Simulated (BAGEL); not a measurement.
# N2H3 (hydrazinyl radical): UHF/6-31G(d) (density fitting with cc-pvqz-jkfit, spherical functions)

Aim: the energy change on altering one bond length of N2H3 (hydrazinyl radical) at UHF/6-31G* (density fitting with cc-pvqz-jkfit, spherical functions), from 2 runs. 

Program for the calculation: BAGEL 1.2.2.

1 further run of the same task is left out (set aside as unsound or not needed). Runs told in other sessions of the task aren't counted.

**1. The molecule**

N2H3 has 5 atoms, charge 0, and is taken as a doublet. As SMILES, `[NH]N`. The coordinates come from a PBE0-D4/def2-TZVP relaxation. This is one conformer, not always the lowest.

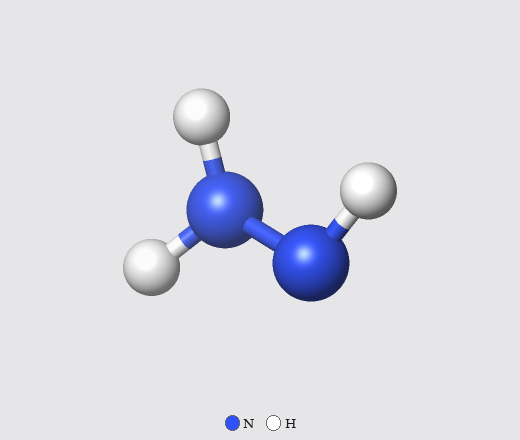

Viewed from a chosen angle; nitrogen blue, hydrogen white.

**2. A single-point energy at UHF/6-31G(d) (density fitting with cc-pvqz-jkfit, spherical functions)**

Input file input.json:

```json
{ "bagel" : [

{
  "title" : "molecule",
  "basis" : "6-31gs.json",
  "df_basis" : "cc-pvqz-jkfit",
  "angstrom" : true,
  "geometry" : [
    { "atom" : "N", "xyz" : [      -0.187600,      -0.818050,       0.454040 ] },
    { "atom" : "N", "xyz" : [      -0.128660,       0.235610,      -0.368450 ] },
    { "atom" : "H", "xyz" : [       0.759840,      -0.951450,       0.811270 ] },
    { "atom" : "H", "xyz" : [      -1.030950,       0.592300,      -0.640030 ] },
    { "atom" : "H", "xyz" : [       0.587360,       0.941580,      -0.256830 ] }
  ]
},

{
  "title" : "uhf",
  "nopen" : 1
},

{
  "title" : "print",
  "file" : "orbitals.molden",
  "orbitals" : true
}

]}
```

The basis set 6-31G* is read from a file made from the Basis Set Exchange's data (not shown).

Run with:

```sh
$ BAGEL_NUM_THREADS=1 BAGEL input.json > input.out
```

The log of the run:

```text
* using 1 threads per process

  ===============================================================
  ===============================================================

  *** Geometry ***

  { "atom" : "N", "xyz" : [     -0.354513,     -1.545890,      0.858011 ] },
  { "atom" : "N", "xyz" : [     -0.243132,      0.445238,     -0.696270 ] },
  { "atom" : "H", "xyz" : [      1.435889,     -1.797980,      1.533078 ] },
  { "atom" : "H", "xyz" : [     -1.948213,      1.119285,     -1.209481 ] },
  { "atom" : "H", "xyz" : [      1.109950,      1.779328,     -0.485338 ] },

  Number of auxiliary basis functions:      365

  Since a DF basis is specified, we compute 2- and 3-index integrals:
    o Being stored without compression. Storage requirement is 0.003 GB

  Number of basis functions:       34
  Number of electrons      :       17

    * METHOD: MOLECULE                             0.07

  *** Open-shell HF ***

  === Nuclear Repulsion ===
    36.7279946837

      * DIIS with orbital gradients will be used.

  === UHF iteration (6-31gs.json) ===
      0       -110.45846824          0.06287025           0.01
      1       -110.54500793          0.02614612           0.01
      2       -110.56121966          0.01239294           0.01
      3       -110.56562996          0.00288567           0.01
      4       -110.56698934          0.00155360           0.01
      5       -110.56750373          0.00112798           0.01
      6       -110.56777723          0.00015871           0.01
      7       -110.56778808          0.00008848           0.01
      8       -110.56779322          0.00004417           0.01
      9       -110.56779411          0.00003074           0.01
     10       -110.56779465          0.00001668           0.01
     11       -110.56779474          0.00000715           0.01
     12       -110.56779477          0.00000391           0.01
     13       -110.56779478          0.00000164           0.01
     14       -110.56779478          0.00000063           0.01
     15       -110.56779478          0.00000024           0.01
     16       -110.56779478          0.00000014           0.01
     17       -110.56779478          0.00000008           0.01
     18       -110.56779478          0.00000004           0.01
     19       -110.56779478          0.00000002           0.01
     20       -110.56779478          0.00000001           0.01
    * SCF iteration converged.

    * S^2 (UHF) is 0.7619

    * Permanent dipole moment:
           (   -0.491158,    -0.859454,     0.009717) a.u.

    * METHOD: UHF                                  0.22

    * METHOD: PRINT                                0.00

  ===============================================================
```

Wall time 0.42 s (1 thread of Arm Neoverse V2, shared host).

**3. The distorted shape**

Input file input.json:

```json
{ "bagel" : [

{
  "title" : "molecule",
  "basis" : "6-31gs.json",
  "df_basis" : "cc-pvqz-jkfit",
  "angstrom" : true,
  "geometry" : [
    { "atom" : "N", "xyz" : [   -0.205284,   -1.134179,    0.700811 ] },
    { "atom" : "N", "xyz" : [   -0.128660,    0.235610,   -0.368450 ] },
    { "atom" : "H", "xyz" : [    0.742156,   -1.267579,    1.058041 ] },
    { "atom" : "H", "xyz" : [   -1.030950,    0.592300,   -0.640030 ] },
    { "atom" : "H", "xyz" : [    0.587360,    0.941580,   -0.256830 ] }
  ]
},
{ "title" : "uhf", "nopen" : 1 },
{ "title" : "print", "file" : "orbitals.molden", "orbitals" : true }

]}
```

The basis set 6-31G* is read from a file made from the Basis Set Exchange's data (not shown).

Run with:

```sh
$ BAGEL_NUM_THREADS=1 BAGEL input.json > input.out
```

The log of the run:

```text
* using 1 threads per process

  ===============================================================
  ===============================================================

  *** Geometry ***

  { "atom" : "N", "xyz" : [     -0.387931,     -2.143288,      1.324341 ] },
  { "atom" : "N", "xyz" : [     -0.243132,      0.445238,     -0.696270 ] },
  { "atom" : "H", "xyz" : [      1.402472,     -2.395377,      1.999408 ] },
  { "atom" : "H", "xyz" : [     -1.948213,      1.119285,     -1.209481 ] },
  { "atom" : "H", "xyz" : [      1.109950,      1.779328,     -0.485338 ] },

  Number of auxiliary basis functions:      365

  Since a DF basis is specified, we compute 2- and 3-index integrals:
    o Being stored without compression. Storage requirement is 0.003 GB

  Number of basis functions:       34
  Number of electrons      :       17

    * METHOD: MOLECULE                             0.07

  *** Open-shell HF ***

  === Nuclear Repulsion ===
    31.3250021856

      * DIIS with orbital gradients will be used.

  === UHF iteration (6-31gs.json) ===
      0       -110.40025427          0.05356829           0.01
      1       -110.47453211          0.01833387           0.01
      2       -110.48861409          0.01005599           0.01
      3       -110.49287519          0.00370156           0.01
      4       -110.49577282          0.00296873           0.01
      5       -110.49751330          0.00136395           0.01
      6       -110.49826958          0.00042786           0.01
      7       -110.49851701          0.00027623           0.01
      8       -110.49892664          0.00018794           0.01
      9       -110.49942427          0.00015613           0.01
     10       -110.49961617          0.00014552           0.01
     11       -110.50002686          0.00014147           0.01
     12       -110.50039492          0.00014355           0.01
     13       -110.50031470          0.00012877           0.01
     14       -110.50052725          0.00013826           0.01
     15       -110.50044590          0.00016098           0.01
     16       -110.50082393          0.00011571           0.01
     17       -110.50095238          0.00010640           0.01
     18       -110.50102488          0.00008114           0.01
     19       -110.50106139          0.00006371           0.01
     20       -110.50109669          0.00010074           0.01
     21       -110.50110860          0.00003843           0.01
     22       -110.50110319          0.00002446           0.01
     23       -110.50110511          0.00001817           0.01
     24       -110.50110717          0.00001477           0.01
     25       -110.50110953          0.00000379           0.01
     26       -110.50110955          0.00000222           0.01
     27       -110.50110956          0.00000071           0.01
     28       -110.50110956          0.00000039           0.01
     29       -110.50110956          0.00000023           0.01
     30       -110.50110956          0.00000017           0.01
     31       -110.50110956          0.00000009           0.01
     32       -110.50110956          0.00000004           0.01
     33       -110.50110956          0.00000003           0.01
     34       -110.50110956          0.00000002           0.01
     35       -110.50110956          0.00000001           0.01
    * SCF iteration converged.

    * S^2 (UHF) is 0.9230

    * Permanent dipole moment:
           (   -0.490098,    -0.589348,    -0.239570) a.u.

    * METHOD: UHF                                  0.41

    * METHOD: PRINT                                0.00

  ===============================================================
```

Run time: 0.6 s. Hardware: 1 thread of Arm Neoverse V2, shared host.

**4. What came out**

At UHF/6-31G* (density fitting with cc-pvqz-jkfit, spherical functions):

```
                                                         quantity          value
                                        first shape: total energy  -110.56779 Eh
                                       first shape: dipole moment         2.52 D
                                                first shape: ⟨S²⟩          0.762
                                    distorted shape: total energy  -110.50111 Eh
                                   distorted shape: dipole moment         2.04 D
                                            distorted shape: ⟨S²⟩          0.923
energy change with the N1–N2 bond stretched from 1.338 to 1.739 Å       1.815 eV
```

What this shows: With the N1–N2 bond stretched from 1.338 to 1.739 Å the energy rises by 1.81 eV (175 kJ/mol). The first shape isn't relaxed at this level, so the change isn't measured from a minimum. ⟨S²⟩ (distorted shape) is 0.92 where a pure doublet has 0.75: the reference is spin-contaminated.
